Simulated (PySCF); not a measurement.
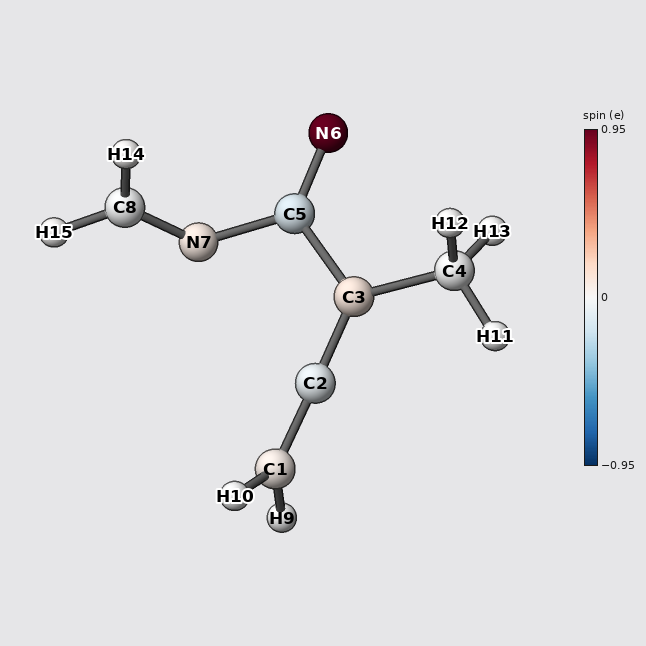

Atoms are coloured by their Mulliken spin populations. State: neutral, doublet. Computed geometry: GFN2-xTB optimisation. No frequency run is at hand to confirm it as a minimum. Level of theory: UKS B3LYP, pcH-1 on C H N, non-relativistic (PySCF 2.14.0).

List the Mulliken spin populations.

| atom | value (e) |
| --- | --- |
| C1 | 0.06 |
| C2 | −0.06 |
| C3 | 0.10 |
| C4 | 0.00 |
| C5 | −0.12 |
| N6 | 0.95 |
| N7 | 0.08 |
| C8 | −0.01 |
| H9 | 0.00 |
| H10 | 0.00 |
| H11 | 0.00 |
| H12 | 0.00 |
| H13 | 0.00 |
| H14 | 0.01 |
| H15 | 0.01 |

Mulliken values depend strongly on the basis set.
